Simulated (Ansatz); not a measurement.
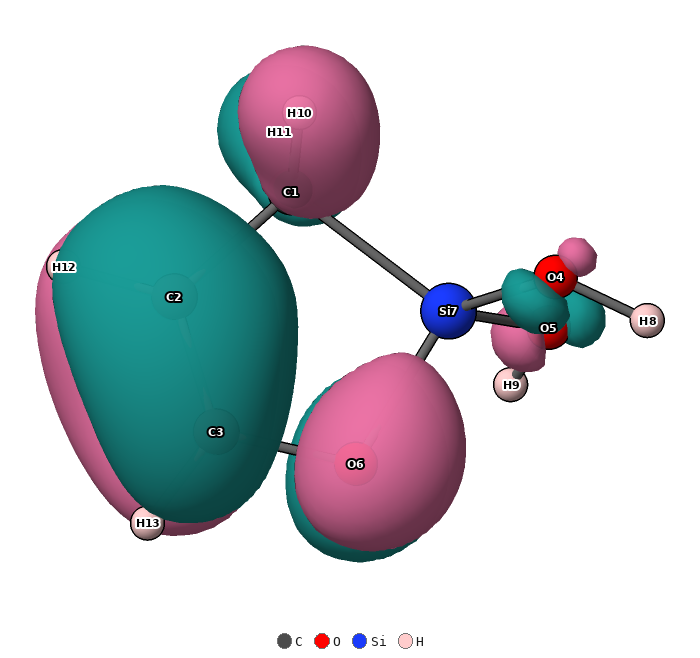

The picture shows: C₃H₆O₃Si (SMILES O[Si]1(O)CC=CO1). The HOMO at ±0.08 Å⁻³ᐟ² (teal and pink are the two phases), seen across its widest extent.

Geometry: PBE0-D3(BJ)/def2-SVP.

The calculation used Ansatz 0.2.0, isolated molecule in a Gaussian basis; Kohn-Sham density functional theory, functional PBE0.

The calculation's input:

```
crystal:
  periodic: [false, false, false]
  atoms:
    - symbol: C
      position_ang: [-0.137963, 1.879134, 0.626475]
    - symbol: C
      position_ang: [0.132353, 0.528523, 1.239377]
    - symbol: C
      position_ang: [-0.393549, -0.511612, 0.573747]
    - symbol: O
      position_ang: [-0.305238, 1.772709, -2.275270]
    - symbol: O
      position_ang: [-2.673636, 1.868182, -1.107387]
    - symbol: O
      position_ang: [-1.117544, -0.285674, -0.558516]
    - symbol: Si
      position_ang: [-1.107335, 1.384352, -0.895148]
    - symbol: H
      position_ang: [-0.810141, 1.715010, -3.092172]
    - symbol: H
      position_ang: [-3.333359, 1.399916, -0.587311]
    - symbol: H
      position_ang: [0.785964, 2.415286, 0.350195]
    - symbol: H
      position_ang: [-0.703671, 2.548786, 1.297048]
    - symbol: H
      position_ang: [0.718014, 0.392885, 2.150659]
    - symbol: H
      position_ang: [-0.303030, -1.564349, 0.854099]
basis:
  gaussian: {orbitals: def2-SVPD}
output: {forces: true, orbitals: {seedname: orbitals}}
hamiltonian: {xc: {name: PBE0}}
```

Command:

```sh
ansatz run input.yaml --threads 4 --pin off --max-ram 7830MiB --events-out events.jsonl --progress --plain --runs-dir runs
```

> Describe this orbital and give its energy.

By Hirshfeld shares it lies mainly on C2 (about 35 %), C3 (about 25 %) and O6 (about 20 %); π-bonding across C2–C3. Its energy is −6.59 eV.
